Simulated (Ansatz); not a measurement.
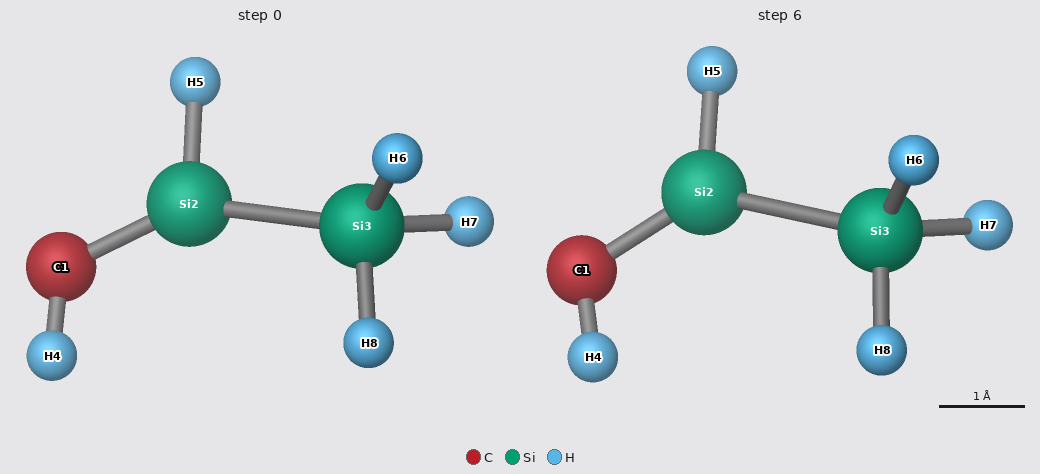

The structure of CH$_{5}$Si$_{2}$ (charge −1) before (left) and after (right) a relaxation, at one scale.

A ball-and-stick model, seen at a tilt.

The run prepares the start of a later molecular dynamics calculation, from a guessed geometry.

Computed with RKS PBE/def2-SVP (Ansatz 0.2.0). (no spin polarisation; force threshold 0.02 eV/Å; at most 40 steps)

Q: Summarise the run.

A: Over 6 geometry steps the energy falls by 3.90 kcal/mol. Largest force component: 1.1 eV/Å at the start, 0.003 eV/Å at the end. The atom that moves furthest after the best rigid fit is H4 (0.28 Å). Largest moves by element: H 0.28 Å, Si 0.17 Å, C 0.05 Å. Among the contacts that change: Si2–Si3 2.284 → 2.389 Å, Si3–H6 1.502 → 1.532 Å, Si3–H8 1.496 → 1.521 Å, C1–H4 1.113 → 1.127 Å. Among the angles between lasting bonds that change: C1–Si2–Si3 146.0° → 134.4°, C1–Si2–H5 112.1° → 120.1°, Si2–C1–H4 115.4° → 109.1°.

Limits of the set-up: the basis has no diffuse functions, which an anion needs.
